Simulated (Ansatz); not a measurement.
**C3H9ClZr (SMILES [CH3][Zr]([CH3])([CH3])[Cl]): density, localisation and related maps**

```xyz
14

C    -1.3880    1.5265   -0.0708
Zr    0.1016   -0.0067   -0.6050
C     1.9384    0.4354    0.5298
C    -0.6514   -1.9587    0.0858
Cl    0.5234   -0.0217   -2.9237
H    -2.3768    1.0744    0.0757
H    -1.1033    2.0183    0.8685
H    -1.4836    2.3009   -0.8399
H     2.0479    1.5157    0.6865
H     1.8999   -0.0427    1.5174
H     2.8394    0.0783    0.0186
H    -1.4617   -1.8240    0.8138
H     0.1501   -2.5230    0.5795
H    -1.0359   -2.5727   -0.7361
```

Geometry: PBE0-D4/def2-TZVP; core potentials replace the inner electrons of Zr.

These are results of RKS PBE0-D4/def2-TZVPP (Ansatz), not measurements.

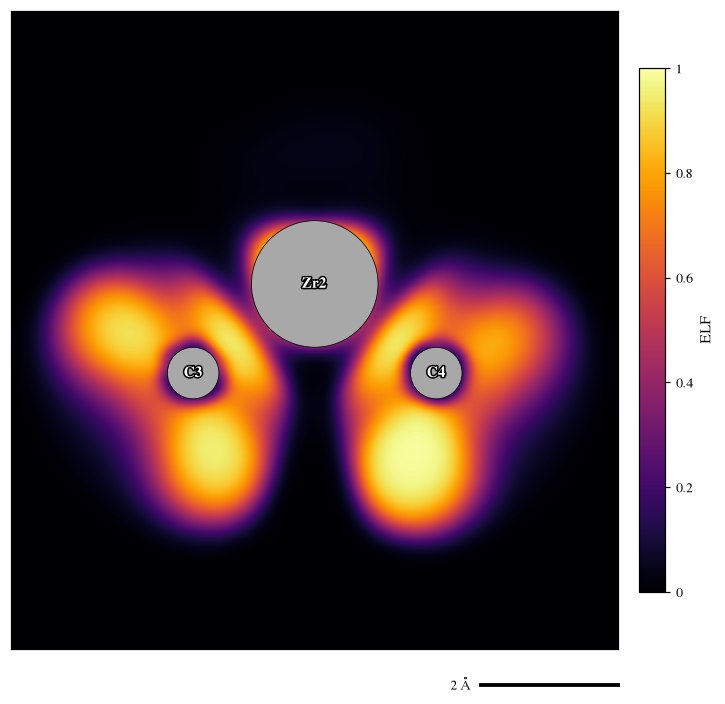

Figure 1. ELF on the plane of atoms C3, Zr2 and C4. Grey discs cover the atomic cores.

> Describe what can be read from this map.

The plane passes through Zr and C nuclei.
C–Zr (2.20 Å): the ELF peaks at about 0.95 in the valence shell of C, 0.7 Å from its nucleus, and is about 0.50 at the midpoint.

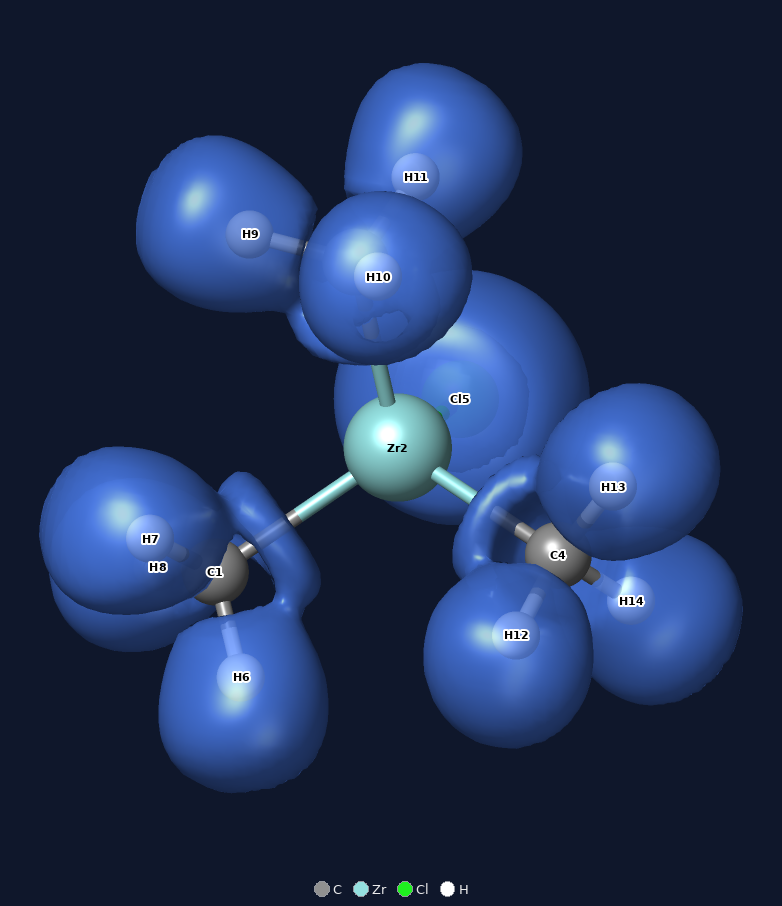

Figure 2. Isosurface of the electron localisation function at 0.75 (blue), seen at a tilt. Only the valence region is drawn (cores and ρ < 0.01 e/Å³ removed).

> Where are the electrons localised?

At this value the surface marks out one region wrapped around Cl (its valence shell) and three joined regions spread over several atoms (C, H), in which their bonds and any lone pairs are merged.


 Zr–Cl (2.36 Å): the ELF peaks at about 0.85 in the valence shell of Cl, 0.9 Å from its nucleus, and is about 0.35 at the midpoint.

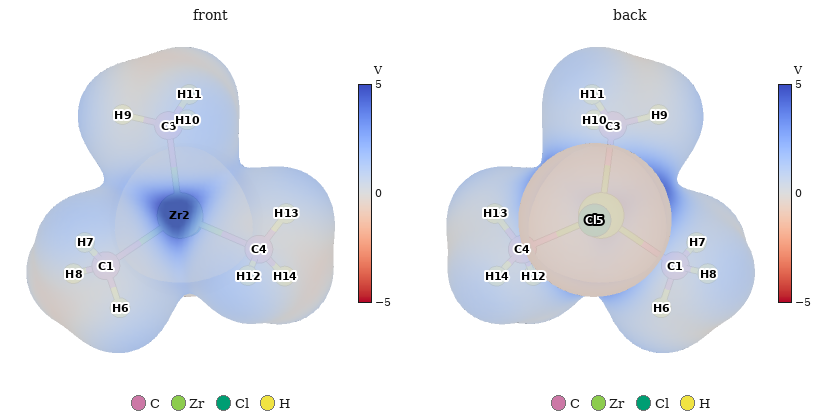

Figure 3. The electrostatic potential painted on the density surface at 0.004 e/bohr³, seen from the front and from behind; red is negative and blue positive.

> Where is the surface potential most negative and most positive?

The most negative region (about −0.5 V) lies over Cl5, the most positive (about +4.7 V) over Zr2.

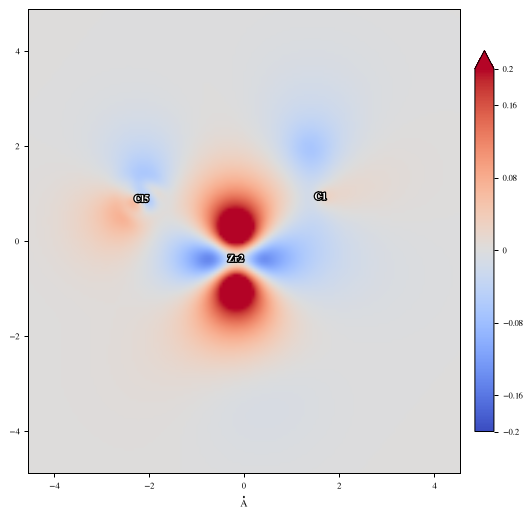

Figure 4. One frontier orbital on the plane of atoms C1, Zr2 and Cl5 (values in Å⁻³ᐟ²; the overall sign is arbitrary).

> Which orbital is it: HOMO or LUMO?

The LUMO, at −1.28 eV. By Hirshfeld shares it lies mainly on Zr2 (about 70 %) and Cl5 (about 5 %).
